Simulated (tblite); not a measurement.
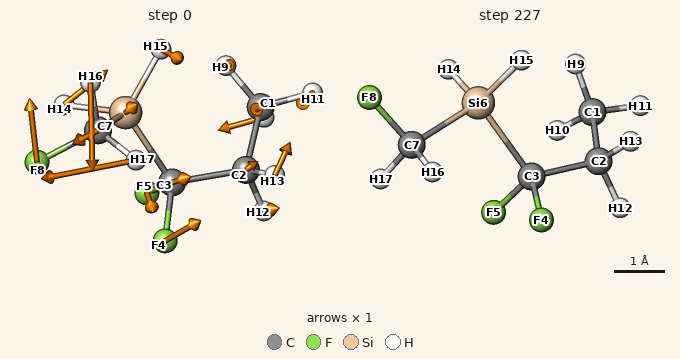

The structure of C$_{4}$H$_{9}$F$_{3}$Si before (left) and after (right) a relaxation, at one scale. The orange arrows give the displacements, at their true length.

A ball-and-stick model, seen from a free direction.

The calculation used GFN2-xTB geometry optimisation, gas phase (tblite 0.8.0). 

Summarise the run.

H17 moves most after the best rigid fit: 2.44 Å. By element the largest moves are H 2.44 Å, F 1.34 Å, C 0.70 Å, Si 0.46 Å. Among the contacts that change: C3–Si6 1.847 → 1.942 Å, C1–H10 1.135 → 1.087 Å, Si6–C7 1.875 → 1.913 Å, C1–H11 1.121 → 1.087 Å. Bond angles that change, for instance: C3–Si6–C7 112.5° → 103.7°, C3–Si6–H15 115.2° → 107.8°, C3–C2–H13 114.4° → 107.5°. Groups turn about Si6–C7 by about 90°, C3–Si6 by about 60°, C1–C2 by about 35°. The energy falls by 18.1 kcal/mol in 227 geometry steps. Cost: 2.5 s on 1 thread of Arm Neoverse N1, on a shared host.
